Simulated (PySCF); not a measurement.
# Geometry relaxation of SiH₄S (part 1 of 2)

SiH₄S (Si(SH)H3), computed with HF/ADZP, RHF (PySCF 2.14.0).

The geometry comes from this level: embedded from SMILES, force field. Figures and captions count atoms from 1; the log counts them from 0 in places.

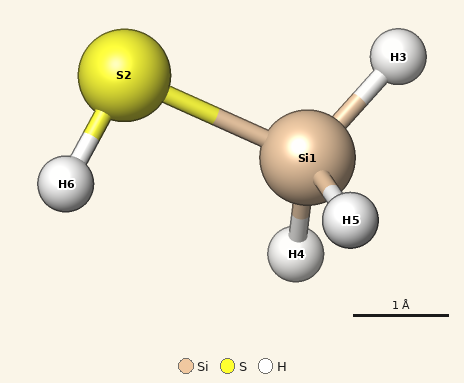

*The structure as given in the input (ball-and-stick view, seen at a tilt; atoms are numbered from 1 in the order of the input).*

## Input (calc.py)
```python
from pyscf import gto, scf
from pyscf.geomopt.geometric_solver import kernel as optimise
from rdkit import Chem
from rdkit.Chem import AllChem

rd = Chem.AddHs(Chem.MolFromSmiles('[H][Si]([H])([H])S'))
AllChem.EmbedMolecule(rd, randomSeed=558)
if AllChem.MMFFOptimizeMolecule(rd) < 0:
    AllChem.UFFOptimizeMolecule(rd)
xyz = rd.GetConformer().GetPositions()
geom = [(a.GetSymbol(), tuple(x)) for a, x in zip(rd.GetAtoms(), xyz)]
for s, x in geom:
    print('%-2s %12.6f %12.6f %12.6f' % (s, *x))

mol = gto.Mole()
mol.atom = geom
mol.basis = 'adzp'
mol.verbose = 4
mol.spin = 0
mol.max_memory = 1860
mol.build()

mf = scf.RHF(mol)
mf = mf.density_fit(auxbasis='cc-pvqz-jkfit')
converged, mol_eq = optimise(mf, maxsteps=50, convergence_set='GAU_LOOSE')
print('converged:', converged)
print(mol_eq.tostring())

mf.reset(mol_eq)
mol = mol_eq
mf.kernel()
energy = mf.e_tot
print('Final energy', energy)
```

Run on 1 thread of Arm Neoverse V2, 24 GiB of memory available, shared host.

Command:
```bash
OMP_NUM_THREADS=1 python calc.py
```

## What the program printed
```
Si    -0.541599     0.081690     0.009437
S      1.354769    -0.499387     0.814024
H     -1.594930    -0.114338     1.035364
H     -0.821974    -0.751573    -1.185519
H     -0.467184     1.508667    -0.389382
H      2.070919    -0.225060    -0.283924

PySCF version 2.14.0

[INPUT] num. atoms = 6
[INPUT] num. electrons = 34
[INPUT] charge = 0
[INPUT] spin (= nelec alpha-beta = 2S) = 0
[INPUT] symmetry False subgroup None
[INPUT] Mole.unit = angstrom
[INPUT] Symbol           X                Y                Z      unit          X                Y                Z       unit  Magmom
[INPUT]  1 Si    -0.541599118441   0.081689960412   0.009437177036 AA   -1.023474003159   0.154371652306   0.017833679987 Bohr   0.0
[INPUT]  2 S      1.354769095195  -0.499386765361   0.814024257688 AA    2.560142551943  -0.943704216766   1.538282905783 Bohr   0.0
[INPUT]  3 H     -1.594930401344  -0.114337550978   1.035363645066 AA   -3.013981646283  -0.216066657103   1.956553728506 Bohr   0.0
[INPUT]  4 H     -0.821973710327  -0.751572692962  -1.185518543707 AA   -1.553305194110  -1.420266552399  -2.240305363200 Bohr   0.0
[INPUT]  5 H     -0.467184393408   1.508667177023  -0.389382134846 AA   -0.882850553212   2.850967777695  -0.735825592658 Bohr   0.0
[INPUT]  6 H      2.070918528325  -0.225060128134  -0.283924401236 AA    3.913468844822  -0.425302003734  -0.536539358418 Bohr   0.0

nuclear repulsion = 89.1632059511538
number of shells = 50
number of NR pGTOs = 150
number of NR cGTOs = 102
basis = adzp
ecp = {}
Create scanner for <class 'pyscf.df.grad.rhf.Gradients'>
Create scanner for <class 'pyscf.df.df_jk.DFRHF'>

#|     Arguments passed to driver run_optimizer():      |#
convergence_set           GAU_LOOSE
customengine              <pyscf.geomopt.geometric_solver.PySCFEngine object>
maxiter                   50
----------------------------------------------------------
Custom engine selected.
Bonds will be generated from interatomic distances less than 1.20 times sum of covalent radii
18 internal coordinates being used (instead of 18 Cartesians)
Internal coordinate system (atoms numbered from 1):
Distance 1-2
Distance 1-3
Distance 1-4
Distance 1-5
Distance 2-6
Angle 2-1-3
Angle 2-1-4
Angle 2-1-5
Angle 3-1-4
Angle 3-1-5
Angle 4-1-5
Angle 1-2-6
Dihedral 3-1-2-6
Dihedral 4-1-2-6
Dihedral 5-1-2-6
Translation-X 1-6
Translation-Y 1-6
Translation-Z 1-6
Rotation-A 1-6
Rotation-B 1-6
Rotation-C 1-6
<class 'geometric.internal.Distance'> : 5
<class 'geometric.internal.Angle'> : 7
<class 'geometric.internal.Dihedral'> : 3
<class 'geometric.internal.TranslationX'> : 1
<class 'geometric.internal.TranslationY'> : 1
<class 'geometric.internal.TranslationZ'> : 1
<class 'geometric.internal.RotationA'> : 1
<class 'geometric.internal.RotationB'> : 1
<class 'geometric.internal.RotationC'> : 1
> ===== Optimization Info: ====
> Job type: Energy minimization
> Maximum number of optimization cycles: 50
> Initial / maximum trust radius (Angstrom): 0.100 / 0.300
> Convergence Criteria:
> Will converge when all 5 criteria are reached:
>  |Delta-E| < 1.00e-06
>  RMS-Grad  < 1.70e-03
>  Max-Grad  < 2.50e-03
>  RMS-Disp  < 6.70e-03
>  Max-Disp  < 1.00e-02
> === End Optimization Info ===

Geometry optimization cycle 1
Cartesian coordinates (Angstrom)
 Atom        New coordinates             dX        dY        dZ
  Si  -0.541599   0.081690   0.009437    0.000000  0.000000  0.000000
   S   1.354769  -0.499387   0.814024    0.000000  0.000000  0.000000
   H  -1.594930  -0.114338   1.035364    0.000000  0.000000  0.000000
   H  -0.821974  -0.751573  -1.185519    0.000000  0.000000  0.000000
   H  -0.467184   1.508667  -0.389382    0.000000  0.000000  0.000000
   H   2.070919  -0.225060  -0.283924    0.000000  0.000000  0.000000

WARN: Mole.unit (angstrom) is changed to Bohr

New geometry
   1 Si    -0.541599118441   0.081689960412   0.009437177036 AA   -1.023474003159   0.154371652306   0.017833679987 Bohr
   2 S      1.354769095195  -0.499386765361   0.814024257688 AA    2.560142551943  -0.943704216766   1.538282905783 Bohr
   3 H     -1.594930401344  -0.114337550978   1.035363645066 AA   -3.013981646283  -0.216066657103   1.956553728506 Bohr
   4 H     -0.821973710327  -0.751572692962  -1.185518543707 AA   -1.553305194110  -1.420266552399  -2.240305363200 Bohr
   5 H     -0.467184393408   1.508667177023  -0.389382134846 AA   -0.882850553212   2.850967777695  -0.735825592658 Bohr
   6 H      2.070918528325  -0.225060128134  -0.283924401236 AA    3.913468844822  -0.425302003734  -0.536539358418 Bohr

******** <class 'pyscf.scf.hf.DFRHF_Scanner'> ********
method = DFRHF_Scanner
initial guess = minao
damping factor = 0
level_shift factor = 0
DIIS = <class 'pyscf.scf.diis.CDIIS'>
diis_start_cycle = 1
diis_space = 8
diis_damp = 0
SCF conv_tol = 1e-09
SCF conv_tol_grad = None
SCF max_cycles = 50
direct_scf = False
Set gradient conv threshold to 3.16228e-05
Initial guess from minao.
******** <class 'pyscf.df.df.DF'> ********
auxbasis = cc-pvqz-jkfit
init E= -688.576589592613
  HOMO = -0.299224110915137  LUMO = 0.0315830319754868  gap/eV = 9.00172
cycle= 1 E= -688.78267416243  delta_E= -0.206  |g|= 0.274  |ddm|= 2.01
  HOMO = -0.371076723712138  LUMO = 0.0393186732665873  gap/eV = 11.16743
cycle= 2 E= -688.812015009563  delta_E= -0.0293  |g|= 0.092  |ddm|= 0.483
  HOMO = -0.379292121970245  LUMO = 0.0450366015950069  gap/eV = 11.54657
cycle= 3 E= -688.815100160606  delta_E= -0.00309  |g|= 0.0272  |ddm|= 0.194
  HOMO = -0.375538340943193  LUMO = 0.0452748436874838  gap/eV = 11.45091
cycle= 4 E= -688.815520298431  delta_E= -0.00042  |g|= 0.00573  |ddm|= 0.0929
  HOMO = -0.376444818807525  LUMO = 0.0451409277156643  gap/eV = 11.47193
cycle= 5 E= -688.815544287007  delta_E= -2.4e-05  |g|= 0.00157  |ddm|= 0.0177
  HOMO = -0.376325411224682  LUMO = 0.0451713608589824  gap/eV = 11.46951
cycle= 6 E= -688.815546600234  delta_E= -2.31e-06  |g|= 0.000403  |ddm|= 0.00369
  HOMO = -0.376425447349737  LUMO = 0.0451649673966957  gap/eV = 11.47206
cycle= 7 E= -688.815546743229  delta_E= -1.43e-07  |g|= 6.3e-05  |ddm|= 0.00132
  HOMO = -0.376412408402908  LUMO = 0.0451676023352441  gap/eV = 11.47178
cycle= 8 E= -688.815546746642  delta_E= -3.41e-09  |g|= 1.53e-05  |ddm|= 0.000249
  HOMO = -0.376417373070503  LUMO = 0.0451678121536784  gap/eV = 11.47192
cycle= 9 E= -688.815546746852  delta_E= -2.1e-10  |g|= 3.43e-06  |ddm|= 6.13e-05
  HOMO = -0.376416830515432  LUMO = 0.0451677580113818  gap/eV = 11.47190
Extra cycle  E= -688.815546746863  delta_E= -1.18e-11  |g|= 1.42e-06  |ddm|= 8.83e-06
converged SCF energy = -688.815546746863

******** <class 'pyscf.grad.rhf.Gradients_Scanner'> for <class 'pyscf.scf.hf.DFRHF_Scanner'> ********
unit = Eh/Bohr
--------------- DFRHF_Scanner gradients ---------------
         x                y                z
0 Si     0.0062740002    -0.0040785439     0.0087824612
1 S    -0.0084607778     0.0047149651    -0.0096154144
2 H    -0.0026911637     0.0008315751    -0.0011616743
3 H     0.0023512948    -0.0005951032     0.0002498365
4 H     0.0023890428    -0.0003544879     0.0003343525
5 H     0.0001376037    -0.0005184051     0.0014104385
----------------------------------------------
cycle 1: E = -688.815546747  dE = -688.816  norm(grad) = 0.0185163
Step    0 : Gradient = 7.559e-03/1.365e-02 (rms/max) Energy = -688.8155467469
Hessian Eigenvalues: 2.30000e-02 5.00000e-02 5.00000e-02 ... 1.76139e-01 2.24495e-01 2.64815e-01

Geometry optimization cycle 2
Cartesian coordinates (Angstrom)
 Atom        New coordinates             dX        dY        dZ
  Si  -0.536262   0.089442  -0.014951    0.005337  0.007752 -0.024388
   S   1.364132  -0.509547   0.838696    0.009363 -0.010160  0.024672
   H  -1.549185  -0.124310   1.043290    0.045746 -0.009972  0.007927
   H  -0.860891  -0.739401  -1.202919   -0.038917  0.012172 -0.017400
   H  -0.506084   1.520953  -0.406741   -0.038899  0.012286 -0.017359
   H   2.088289  -0.237138  -0.257376    0.017371 -0.012078  0.026548
New geometry
   1 Si    -0.536262149890   0.089442400328  -0.014950550022 AA   -1.013388594263   0.169021640544  -0.028252444953 Bohr
   2 S      1.364132307939  -0.509546629636   0.838696315580 AA    2.577836459676  -0.962903577706   1.584906338127 Bohr
   3 H     -1.549184655710  -0.124309823194   1.043290239071 AA   -2.927534715670  -0.234911520429   1.971532820277 Bohr
   4 H     -0.860891129511  -0.739400913502  -1.202918533656 AA   -1.626848457843  -1.397265222771  -2.273186578772 Bohr
   5 H     -0.506083767471   1.520952897132  -0.406741001622 AA   -0.956359716609   2.874184423943  -0.768629096697 Bohr
   6 H      2.088289394646  -0.237137931127  -0.257376469350 AA    3.946295024714  -0.448125743575  -0.486371037979 Bohr

******** <class 'pyscf.scf.hf.DFRHF_Scanner'> ********
method = DFRHF_Scanner
initial guess = minao
damping factor = 0
level_shift factor = 0
DIIS = <class 'pyscf.scf.diis.CDIIS'>
diis_start_cycle = 1
diis_space = 8
diis_damp = 0
SCF conv_tol = 1e-09
SCF conv_tol_grad = None
SCF max_cycles = 50
direct_scf = False
Set gradient conv threshold to 3.16228e-05
******** <class 'pyscf.df.df.DF'> ********
auxbasis = cc-pvqz-jkfit
init E= -688.804156226852
  HOMO = -0.381134987438483  LUMO = 0.0433635330524575  gap/eV = 11.55119
cycle= 1 E= -688.816369064628  delta_E= -0.0122  |g|= 0.00981  |ddm|= 0.0775
  HOMO = -0.375921903376614  LUMO = 0.0450572788496536  gap/eV = 11.45543
cycle= 2 E= -688.816417836493  delta_E= -4.88e-05  |g|= 0.0034  |ddm|= 0.0202
  HOMO = -0.377164649854933  LUMO = 0.0449080278647406  gap/eV = 11.48518
cycle= 3 E= -688.816424451069  delta_E= -6.61e-06  |g|= 0.00136  |ddm|= 0.0067
  HOMO = -0.377118480802362  LUMO = 0.0449080335070661  gap/eV = 11.48393
cycle= 4 E= -688.816426304403  delta_E= -1.85e-06  |g|= 0.000307  |ddm|= 0.00435
  HOMO = -0.377095239572225  LUMO = 0.0449154515967183  gap/eV = 11.48350
cycle= 5 E= -688.816426405638  delta_E= -1.01e-07  |g|= 7.98e-05  |ddm|= 0.000912
  HOMO = -0.377095505645684  LUMO = 0.0449134858380683  gap/eV = 11.48345
cycle= 6 E= -688.816426411763  delta_E= -6.13e-09  |g|= 1.91e-05  |ddm|= 0.000251
  HOMO = -0.377096187643908  LUMO = 0.0449139589671224  gap/eV = 11.48348
cycle= 7 E= -688.816426412102  delta_E= -3.39e-10  |g|= 5.76e-06  |ddm|= 6.24e-05
  HOMO = -0.377096708640736  LUMO = 0.044913801384973  gap/eV = 11.48349
Extra cycle  E= -688.816426412132  delta_E= -2.98e-11  |g|= 2.57e-06  |ddm|= 1.27e-05
converged SCF energy = -688.816426412132

******** <class 'pyscf.grad.rhf.Gradients_Scanner'> for <class 'pyscf.scf.hf.DFRHF_Scanner'> ********
unit = Eh/Bohr
--------------- DFRHF_Scanner gradients ---------------
         x                y                z
0 Si     0.0023209452    -0.0008439635     0.0013618205
1 S    -0.0005458596     0.0001085470    -0.0000649200
2 H    -0.0002059312     0.0003611380    -0.0009335075
3 H    -0.0003406000    -0.0003150363    -0.0001546330
4 H    -0.0002249957     0.0004213456     0.0001047683
5 H    -0.0010035588     0.0002679692    -0.0003135283
----------------------------------------------
cycle 2: E = -688.816426412  dE = -0.000879665  norm(grad) = 0.0033117
Step    1 : Displace = 3.834e-02/4.749e-02 (rms/max) Trust = 1.000e-01 (=) Grad = 1.352e-03/2.820e-03 (rms/max) E (change) = -688.8164264121 (-8.797e-04) Quality = 1.057
Hessian Eigenvalues: 2.30000e-02 5.00000e-02 5.00000e-02 ... 1.86788e-01 2.17635e-01 2.64661e-01

Geometry optimization cycle 3
Cartesian coordinates (Angstrom)
 Atom        New coordinates             dX        dY        dZ
  Si  -0.542445   0.092289  -0.020276   -0.006183  0.002846 -0.005325
   S   1.362212  -0.508509   0.836607   -0.001920  0.001038 -0.002090
   H  -1.542992  -0.127902   1.050728    0.006193 -0.003592  0.007438
   H  -0.868830  -0.735543  -1.207023   -0.007939  0.003857 -0.004105
   H  -0.514342   1.522781  -0.411560   -0.008258  0.001828 -0.004819
   H   2.106397  -0.243115  -0.248476    0.018107 -0.005978  0.008900
New geometry
   1 Si    -0.542444952878   0.092288624020  -0.020275674748 AA   -1.025072398591   0.174400223810  -0.038315472265 Bohr
   2 S      1.362211842342  -0.508509049933   0.836606682200 AA    2.574207305666  -0.960942836237   1.580957503340 Bohr
   3 H     -1.542991532584  -0.127901930325   1.050728322929 AA   -2.915831409107  -0.241699619117   1.985588761659 Bohr
   4 H     -0.868830407330  -0.735543483583  -1.207023072595 AA   -1.641851518548  -1.389975736681  -2.280943033235 Bohr
   5 H     -0.514341787428   1.522781308956  -0.411560241106 AA   -0.971965112658   2.877639621533  -0.777736139451 Bohr
   6 H      2.106396837882  -0.243115469132  -0.248476016683 AA    3.980513133246  -0.459421653304  -0.469551620053 Bohr

******** <class 'pyscf.scf.hf.DFRHF_Scanner'> ********
method = DFRHF_Scanner
initial guess = minao
damping factor = 0
level_shift factor = 0
DIIS = <class 'pyscf.scf.diis.CDIIS'>
diis_start_cycle = 1
diis_space = 8
diis_damp = 0
SCF conv_tol = 1e-09
SCF conv_tol_grad = None
SCF max_cycles = 50
direct_scf = False
Set gradient conv threshold to 3.16228e-05
******** <class 'pyscf.df.df.DF'> ********
auxbasis = cc-pvqz-jkfit
init E= -688.813480773125
  HOMO = -0.377568507495407  LUMO = 0.0446434377706538  gap/eV = 11.48897
cycle= 1 E= -688.816474939187  delta_E= -0.00299  |g|= 0.00348  |ddm|= 0.0212
  HOMO = -0.376354831397708  LUMO = 0.0449222989465137  gap/eV = 11.46353
cycle= 2 E= -688.816482109598  delta_E= -7.17e-06  |g|= 0.00131  |ddm|= 0.00511
  HOMO = -0.376726418416704  LUMO = 0.0448880466428015  gap/eV = 11.47271
cycle= 3 E= -688.816483445343  delta_E= -1.34e-06  |g|= 0.000586  |ddm|= 0.00228
  HOMO = -0.376638165261582  LUMO = 0.0448895079992888  gap/eV = 11.47035
cycle= 4 E= -688.816483778585  delta_E= -3.33e-07  |g|= 0.000108  |ddm|= 0.00141
  HOMO = -0.376632744399677  LUMO = 0.0448925276943076  gap/eV = 11.47029
cycle= 5 E= -688.816483791237  delta_E= -1.27e-08  |g|= 2.63e-05  |ddm|= 0.000346
  HOMO = -0.376634436664325  LUMO = 0.0448914840358362  gap/eV = 11.47030
cycle= 6 E= -688.81648379188  delta_E= -6.43e-10  |g|= 6.02e-06  |ddm|= 9.38e-05
  HOMO = -0.376635122334912  LUMO = 0.0448916841647481  gap/eV = 11.47033
Extra cycle  E= -688.816483791906  delta_E= -2.61e-11  |g|= 2.67e-06  |ddm|= 1.46e-05
converged SCF energy = -688.816483791906

******** <class 'pyscf.grad.rhf.Gradients_Scanner'> for <class 'pyscf.scf.hf.DFRHF_Scanner'> ********
unit = Eh/Bohr
--------------- DFRHF_Scanner gradients ---------------
         x                y                z
0 Si     0.0004759463    -0.0000602799    -0.0000409351
1 S     0.0001469550    -0.0001527581     0.0003681799
2 H    -0.0003213650     0.0000825940    -0.0000912687
3 H    -0.0001244720    -0.0000357071     0.0000179809
4 H    -0.0001111000     0.0000494382     0.0000479790
5 H    -0.0000659642     0.0001167130    -0.0003019360
```
